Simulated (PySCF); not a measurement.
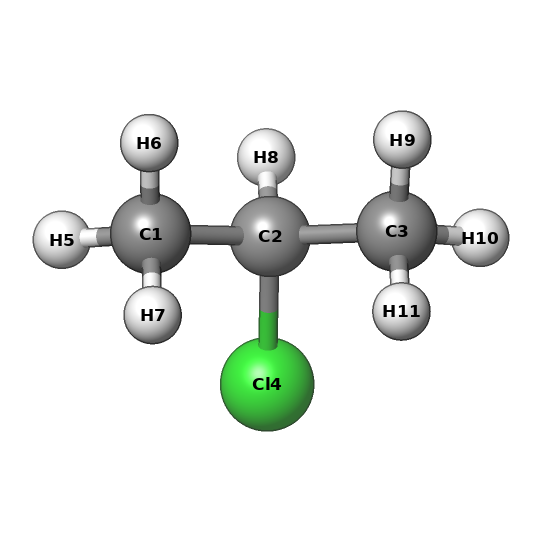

The computed structure is the end point of a GFN2-xTB optimisation. No frequency run is at hand to confirm it as a minimum. Properties computed with delta-SCF UKS SCAN, pcX-2 on the ionised atom, pcseg-1 elsewhere, spin-free X2C (PySCF 2.14.0).

Give the core-electron binding energies (to vacuum; p and d levels without spin–orbit splitting) of C1 1s, C2 1s, Cl4 1s, Cl4 2p.

| atom | level | binding energy (eV) |
| --- | --- | --- |
| C1 | 1s | 291.0 |
| C2 | 1s | 292.3 |
| Cl4 | 1s | 2828.2 |
| Cl4 | 2p | 206.2 |
